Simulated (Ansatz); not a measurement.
GeSiNH₄O₂F: geometry relaxation (part 2 of 2)

The same run, continued: GeSiNH₄O₂F, SMILES O[SiH]1[NH][Ge]1([OH])[F]; RKS PBE0/def2-SVP (Ansatz 0.2.0). It belongs to a series of runs on one base structure; here: end point A relaxed.

Geometry of the input (Å):
```
O  0.7025  -1.7302  -1.2481
Si -0.5669  -0.9767  -0.2829
N  0.1393  -0.1600  1.1007
Ge -0.2297  1.3094  0.0264
O  1.1862  2.0927  -0.5741
F  -1.4652  2.3107  0.8909
H  1.0000  -2.4588  -0.7299
H  -1.7047  -1.7392  0.1092
H  -0.5264  -0.1834  1.9286
H  1.5480  1.4842  -1.2179
```

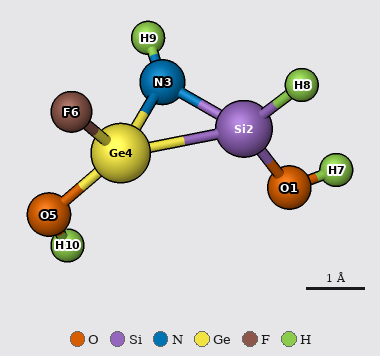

Fig. 1: The geometry at step 18 of the log (ball-and-stick view, seen at a tilt; atoms are numbered from 1 in the order of the input).

## Trajectory as extended XYZ, continued
```
10
Properties=species:S:1:pos:R:3:forces:R:3 step=8 energy=-72729.23785
O     0.4393   -1.9973   -1.1231    0.0148  -0.0232   0.0243
Si   -0.5801   -1.0325   -0.2399   -0.0602   0.0010  -0.0559
N     0.0144   -0.1448    1.1179    0.0282  -0.0190   0.1814
Ge   -0.3057    1.2329   -0.1025   -0.0472  -0.0926   0.0552
O     1.0198    2.3399   -0.4582    0.1075  -0.0043  -0.0553
F    -1.4920    2.3565    0.4788   -0.0196   0.0226  -0.0007
H     0.9534   -2.6735   -0.6700   -0.0115   0.0044  -0.0137
H    -1.9039   -1.7115   -0.1403    0.0245  -0.0058  -0.0044
H     0.2228   -0.3188    2.1017   -0.0032   0.0624  -0.1748
H     1.7150    1.8978   -0.9616   -0.0333   0.0547   0.0439
10
Properties=species:S:1:pos:R:3:forces:R:3 step=9 energy=-72729.23965
O     0.4336   -2.0052   -1.1193    0.0216  -0.0028  -0.0083
Si   -0.5839   -1.0326   -0.2431   -0.0252  -0.0220  -0.0410
N     0.0170   -0.1438    1.1116    0.0087   0.0096   0.0947
Ge   -0.3089    1.2329   -0.1039   -0.0096  -0.0481   0.0128
O     1.0164    2.3445   -0.4529    0.0183   0.0211  -0.0112
F    -1.4997    2.3554    0.4714   -0.0094   0.0151   0.0024
H     0.9426   -2.6842   -0.6656   -0.0077  -0.0018  -0.0033
H    -1.9040   -1.7162   -0.1419   -0.0039   0.0025   0.0084
H     0.2465   -0.3110    2.0891    0.0003   0.0224  -0.0607
H     1.7236    1.9090   -0.9424    0.0070   0.0039   0.0062
10
Properties=species:S:1:pos:R:3:forces:R:3 step=10 energy=-72729.24022
O     0.4331   -2.0021   -1.1215    0.0186   0.0039  -0.0014
Si   -0.5864   -1.0348   -0.2415   -0.0069   0.0151  -0.0255
N     0.0149   -0.1425    1.1133   -0.0017   0.0100   0.0052
Ge   -0.3108    1.2309   -0.1037   -0.0048  -0.0076  -0.0161
O     1.0133    2.3455   -0.4541   -0.0045   0.0019  -0.0008
F    -1.5050    2.3567    0.4602    0.0050  -0.0013   0.0056
H     0.9370   -2.6881   -0.6728   -0.0108  -0.0100  -0.0011
H    -1.9049   -1.7207   -0.1364    0.0002  -0.0057   0.0121
H     0.2603   -0.3052    2.0857    0.0047  -0.0024   0.0161
H     1.7316    1.9090   -0.9263    0.0002  -0.0040   0.0060
10
Properties=species:S:1:pos:R:3:forces:R:3 step=11 energy=-72729.24093
O     0.4381   -1.9994   -1.1223    0.0337   0.0145   0.0036
Si   -0.5855   -1.0340   -0.2442    0.0128  -0.0025   0.0231
N     0.0128   -0.1386    1.1120   -0.0001   0.0130  -0.0550
Ge   -0.3144    1.2315   -0.1060    0.0053   0.0349  -0.0029
O     1.0074    2.3498   -0.4571   -0.0040  -0.0225  -0.0097
F    -1.5102    2.3584    0.4541    0.0140  -0.0168  -0.0067
H     0.9202   -2.7045   -0.6786   -0.0337  -0.0004  -0.0102
H    -1.8993   -1.7275   -0.1300   -0.0046  -0.0066   0.0056
H     0.2744   -0.2977    2.0803   -0.0027  -0.0148   0.0384
H     1.7397    1.9106   -0.9053   -0.0207   0.0011   0.0138
10
Properties=species:S:1:pos:R:3:forces:R:3 step=12 energy=-72729.20236 accepted=F
O     0.4863   -1.9627   -1.1309    0.5706  -1.3799   0.6918
Si   -0.5720   -1.0287   -0.2542    0.0599  -0.0617   0.2843
N     0.0008   -0.1088    1.1121    0.1121  -0.0396  -0.1156
Ge   -0.3352    1.2360   -0.1169    0.0036   0.3056   0.0274
O     0.9671    2.3800   -0.4816    0.8819  -0.6363  -0.3157
F    -1.5501    2.3685    0.4026    0.0673  -0.1132  -0.0593
H     0.7847   -2.8320   -0.7373   -0.6146   1.4681  -0.7011
H    -1.8524   -1.7781   -0.0821    0.0345  -0.0067  -0.0395
H     0.3608   -0.2433    2.0558   -0.1268  -0.0458  -0.0902
H     1.7931    1.9178   -0.7647   -0.9885   0.5094   0.3179
10
Properties=species:S:1:pos:R:3:forces:R:3 step=13 energy=-72729.24418
O     0.4567   -1.9814   -1.1267    0.0357   0.0555   0.0108
Si   -0.5793   -1.0316   -0.2448    0.0166  -0.0114   0.0775
N     0.0090   -0.1301    1.1145    0.0056  -0.0039  -0.0738
Ge   -0.3178    1.2339   -0.1088    0.0006   0.0521   0.0450
O     1.0028    2.3526   -0.4632    0.0043  -0.0389  -0.0231
F    -1.5146    2.3624    0.4462    0.0122  -0.0238  -0.0240
H     0.8854   -2.7286   -0.6976   -0.0409  -0.0352  -0.0145
H    -1.8819   -1.7453   -0.1146    0.0048  -0.0028  -0.0092
H     0.2771   -0.2870    2.0823   -0.0136  -0.0062  -0.0032
H     1.7457    1.9039   -0.8843   -0.0253   0.0145   0.0146
10
Properties=species:S:1:pos:R:3:forces:R:3 step=14 energy=-72729.25233
O     0.4850   -1.9605   -1.1235    0.2142  -0.3064   0.2207
Si   -0.5668   -1.0298   -0.2382    0.0295   0.0132   0.0390
N     0.0100   -0.1182    1.1208    0.0002   0.0204  -0.1115
Ge   -0.3203    1.2370   -0.1050   -0.0120   0.0875  -0.0385
O     0.9929    2.3640   -0.4663    0.0810  -0.1136  -0.0519
F    -1.5351    2.3637    0.4166    0.0417  -0.0442  -0.0100
H     0.8139   -2.7877   -0.7349   -0.2229   0.3318  -0.2113
H    -1.8564   -1.7660   -0.1018    0.0065  -0.0166   0.0104
H     0.3012   -0.2656    2.0813   -0.0020  -0.0370   0.0894
H     1.7588    1.9118   -0.8462   -0.1361   0.0650   0.0637
10
Properties=species:S:1:pos:R:3:forces:R:3 step=15 energy=-72729.27920
O     0.5556   -1.9353   -1.0805    0.0637  -0.1565   0.1417
Si   -0.5370   -1.0273   -0.2198    0.0956   0.0095   0.0945
N     0.0063   -0.0984    1.1446   -0.0650  -0.0221  -0.1993
Ge   -0.3219    1.2420   -0.1019    0.0639   0.0200   0.0140
O     0.9903    2.3654   -0.4754    0.0117  -0.0224  -0.0121
F    -1.5434    2.3643    0.4085    0.0229  -0.0053  -0.0240
H     0.7176   -2.8549   -0.8283   -0.1580   0.2151  -0.1008
H    -1.8193   -1.7839   -0.1006    0.0549  -0.0319   0.0011
H     0.2777   -0.2419    2.1126    0.0080  -0.0142   0.0427
H     1.7572    1.9188   -0.8563   -0.0978   0.0078   0.0421
10
Properties=species:S:1:pos:R:3:forces:R:3 step=16 energy=-72729.28521
O     0.5601   -1.9338   -1.0754    0.0814  -0.0435   0.0927
Si   -0.5341   -1.0252   -0.2191    0.0830  -0.0293   0.0920
N     0.0042   -0.0951    1.1449   -0.0516  -0.0055  -0.1685
Ge   -0.3203    1.2448   -0.1020    0.0382   0.0211   0.0102
O     0.9912    2.3693   -0.4722    0.0165  -0.0281  -0.0169
F    -1.5437    2.3683    0.4010    0.0184  -0.0094  -0.0192
H     0.6933   -2.8598   -0.8398   -0.1302   0.0968  -0.0754
H    -1.8030   -1.8024   -0.0960    0.0206  -0.0032   0.0051
H     0.2773   -0.2386    2.1124    0.0089  -0.0110   0.0416
H     1.7582    1.9212   -0.8509   -0.0851   0.0120   0.0384
10
Properties=species:S:1:pos:R:3:forces:R:3 step=17 energy=-72729.22279 accepted=F
O     0.6535   -1.9113   -1.0057   -0.2586  -2.7867   0.2011
Si   -0.4925   -1.0261   -0.1921    0.0212   0.1143   0.0948
N    -0.0043   -0.0710    1.1712   -0.0050  -0.0936  -0.0964
Ge   -0.3220    1.2496   -0.0972   -0.0098  -0.0056  -0.0672
O     0.9835    2.3747   -0.4797   -0.0112   0.0631   0.0374
F    -1.5565    2.3704    0.3801   -0.0061   0.0285   0.0026
H     0.5559   -2.9328   -0.9630    0.2009   2.7327  -0.1698
H    -1.7547   -1.8231   -0.1011    0.0772  -0.0298  -0.0100
H     0.2684   -0.2082    2.1412    0.0038   0.0058   0.0029
H     1.7519    1.9264   -0.8508   -0.0124  -0.0289   0.0046
10
Properties=species:S:1:pos:R:3:forces:R:3 step=18 energy=-72729.30456
O     0.6000   -1.9288   -1.0428    0.0596  -0.1475   0.1018
Si   -0.5141   -1.0288   -0.2064    0.0477   0.0705   0.0502
N     0.0054   -0.0814    1.1480   -0.0140  -0.0505  -0.0503
Ge   -0.3254    1.2455   -0.1082    0.0061   0.0609  -0.0224
O     0.9831    2.3743   -0.4745    0.0255  -0.0248  -0.0178
F    -1.5524    2.3698    0.3837   -0.0015  -0.0094  -0.0137
H     0.6154   -2.8827   -0.8969   -0.0800   0.1146  -0.0977
H    -1.7743   -1.8189   -0.0912    0.0078  -0.0334   0.0040
H     0.2860   -0.2195    2.1149    0.0044  -0.0004   0.0233
H     1.7595    1.9191   -0.8237   -0.0557   0.0201   0.0224
10
Properties=species:S:1:pos:R:3:forces:R:3 step=19 energy=-72729.31537
O     0.6435   -1.9342   -0.9996   -0.0641  -0.8530   0.1184
Si   -0.4910   -1.0278   -0.1980    0.0145   0.0628   0.0596
N     0.0069   -0.0716    1.1542    0.0125  -0.0294  -0.0049
Ge   -0.3273    1.2497   -0.1087   -0.0075   0.0511  -0.0392
O     0.9783    2.3810   -0.4763    0.0009  -0.0001   0.0035
F    -1.5621    2.3700    0.3728   -0.0019  -0.0044  -0.0070
H     0.5407   -2.9062   -0.9552    0.0429   0.7897  -0.1240
H    -1.7473   -1.8271   -0.0928    0.0133  -0.0355  -0.0179
H     0.2856   -0.2076    2.1225    0.0028   0.0079   0.0056
H     1.7558    1.9224   -0.8161   -0.0134   0.0111   0.0058
10
Properties=species:S:1:pos:R:3:forces:R:3 step=20 energy=-72729.34670
O     0.6835   -1.9818   -0.8936    0.0232  -0.1122   0.0381
Si   -0.4681   -1.0333   -0.1699    0.0151  -0.0857   0.0519
N     0.0110   -0.0554    1.1682    0.0107  -0.0607  -0.0657
Ge   -0.3274    1.2499   -0.1143   -0.0562   0.0063  -0.0480
O     0.9743    2.3862   -0.4665    0.0524   0.0700  -0.0224
F    -1.5767    2.3630    0.3467   -0.0022   0.0097   0.0077
H     0.4587   -2.9009   -1.0806   -0.0248   0.1512  -0.0168
H    -1.7253   -1.8382   -0.1053   -0.0080   0.0200  -0.0001
H     0.2996   -0.1794    2.1346    0.0005  -0.0020   0.0443
H     1.7534    1.9385   -0.8163   -0.0106   0.0033   0.0111
10
Properties=species:S:1:pos:R:3:forces:R:3 step=21 energy=-72729.35297
O     0.6854   -2.0223   -0.8598    0.0696   0.1626   0.0958
Si   -0.4580   -1.0430   -0.1657    0.0464  -0.0404   0.0390
N     0.0331   -0.0570    1.1581    0.0083  -0.0290  -0.0291
Ge   -0.3171    1.2462   -0.1295   -0.0243  -0.0089  -0.0113
O     0.9659    2.4134   -0.4576    0.0144   0.0133  -0.0219
F    -1.5833    2.3391    0.3341   -0.0268   0.0200   0.0115
H     0.4208   -2.9125   -1.0992   -0.0818  -0.1257  -0.0845
H    -1.7309   -1.8226   -0.1083   -0.0113   0.0069  -0.0038
H     0.3087   -0.1767    2.1298   -0.0107   0.0035   0.0033
H     1.7585    1.9841   -0.7991    0.0162  -0.0023   0.0011
10
Properties=species:S:1:pos:R:3:forces:R:3 step=22 energy=-72729.34914 accepted=F
O     0.7010   -2.0253   -0.8387    0.0873   0.3070   0.2564
Si   -0.4447   -1.0591   -0.1328   -0.0797   0.1717  -0.2069
N     0.0542   -0.0529    1.1685   -0.0355  -0.1081   0.1087
Ge   -0.3248    1.2334   -0.1318    0.0184   0.0678  -0.1410
O     0.9527    2.4009   -0.4958   -0.1491   0.0574   0.0911
F    -1.5854    2.3317    0.3390   -0.0056  -0.0070   0.0175
H     0.4144   -2.8838   -1.1423   -0.1254  -0.3743  -0.1799
H    -1.7459   -1.8021   -0.1296    0.1282  -0.0313   0.0919
H     0.3014   -0.1597    2.1493    0.0323  -0.0075   0.0140
H     1.7601    1.9657   -0.7829    0.1292  -0.0757  -0.0519
10
Properties=species:S:1:pos:R:3:forces:R:3 step=23 energy=-72729.35626
O     0.6943   -2.0292   -0.8382   -0.0238  -0.1625  -0.0118
Si   -0.4532   -1.0458   -0.1588    0.0041  -0.0324   0.0157
N     0.0362   -0.0557    1.1589    0.0053   0.0012  -0.0027
Ge   -0.3204    1.2457   -0.1324   -0.0029  -0.0026  -0.0083
O     0.9635    2.4125   -0.4643    0.0037   0.0043  -0.0127
F    -1.5850    2.3396    0.3359   -0.0105   0.0059   0.0041
H     0.4117   -2.9072   -1.1229    0.0220   0.1768   0.0115
H    -1.7305   -1.8203   -0.1106    0.0051   0.0075  -0.0027
H     0.3068   -0.1734    2.1323   -0.0038   0.0049   0.0022
H     1.7596    1.9825   -0.7969    0.0008  -0.0031   0.0046
10
Properties=species:S:1:pos:R:3:forces:R:3 step=24 energy=-72729.35872
O     0.7050   -2.0457   -0.7917   -0.0848  -0.1523  -0.0545
Si   -0.4492   -1.0569   -0.1311    0.0561  -0.0142   0.0112
N     0.0477   -0.0396    1.1581   -0.0310  -0.0633  -0.0213
Ge   -0.3436    1.2347   -0.1596    0.0795   0.1077   0.1084
O     0.9523    2.3939   -0.4787    0.0777  -0.0442  -0.0805
F    -1.6014    2.3371    0.3115   -0.0068  -0.0173  -0.0228
H     0.3870   -2.8580   -1.2064    0.0687   0.1464   0.0608
H    -1.7272   -1.8253   -0.0940   -0.0289  -0.0246   0.0169
H     0.3419   -0.1389    2.1277   -0.0284   0.0057  -0.0459
H     1.7707    1.9475   -0.7329   -0.1022   0.0561   0.0278
10
Properties=species:S:1:pos:R:3:forces:R:3 step=25 energy=-72729.36113
O     0.7059   -2.0525   -0.7852   -0.0191  -0.0533  -0.0164
Si   -0.4448   -1.0553   -0.1321   -0.0218  -0.0061  -0.0485
N     0.0460   -0.0492    1.1677    0.0171   0.0576   0.0442
Ge   -0.3270    1.2396   -0.1398    0.0037  -0.0308  -0.0404
O     0.9555    2.4040   -0.4932   -0.0352  -0.0022   0.0327
F    -1.5997    2.3338    0.3098    0.0300  -0.0111   0.0146
H     0.3862   -2.8548   -1.2128    0.0291   0.0514   0.0225
H    -1.7253   -1.8234   -0.0936   -0.0093  -0.0007   0.0081
H     0.3164   -0.1563    2.1427   -0.0035   0.0017  -0.0118
H     1.7698    1.9629   -0.7607    0.0090  -0.0064  -0.0050
10
Properties=species:S:1:pos:R:3:forces:R:3 step=26 energy=-72729.36164
O     0.7061   -2.0576   -0.7822   -0.0024   0.0215   0.0157
Si   -0.4451   -1.0569   -0.1352   -0.0069  -0.0070   0.0065
N     0.0460   -0.0476    1.1637    0.0016  -0.0033   0.0017
Ge   -0.3258    1.2377   -0.1448    0.0064   0.0149   0.0006
O     0.9551    2.4063   -0.4873   -0.0184  -0.0044   0.0070
F    -1.5935    2.3317    0.3182    0.0021  -0.0067  -0.0031
H     0.3877   -2.8583   -1.2103    0.0016  -0.0179  -0.0147
H    -1.7277   -1.8228   -0.0945    0.0024   0.0055  -0.0010
H     0.3123   -0.1526    2.1398    0.0004   0.0006  -0.0061
H     1.7680    1.9688   -0.7644    0.0133  -0.0031  -0.0066
10
Properties=species:S:1:pos:R:3:forces:R:3 step=27 energy=-72729.36169
O     0.7059   -2.0580   -0.7795   -0.0110   0.0004   0.0049
Si   -0.4459   -1.0578   -0.1331    0.0005   0.0016   0.0014
N     0.0460   -0.0474    1.1645    0.0010  -0.0063   0.0004
Ge   -0.3251    1.2368   -0.1454    0.0011   0.0087  -0.0006
O     0.9556    2.4059   -0.4862   -0.0019  -0.0075  -0.0001
F    -1.5942    2.3297    0.3155    0.0000  -0.0014  -0.0001
H     0.3878   -2.8552   -1.2152    0.0086  -0.0012  -0.0030
H    -1.7290   -1.8225   -0.0931    0.0013   0.0022   0.0000
H     0.3134   -0.1517    2.1403   -0.0002   0.0000  -0.0013
H     1.7686    1.9690   -0.7648    0.0006   0.0034  -0.0016
```
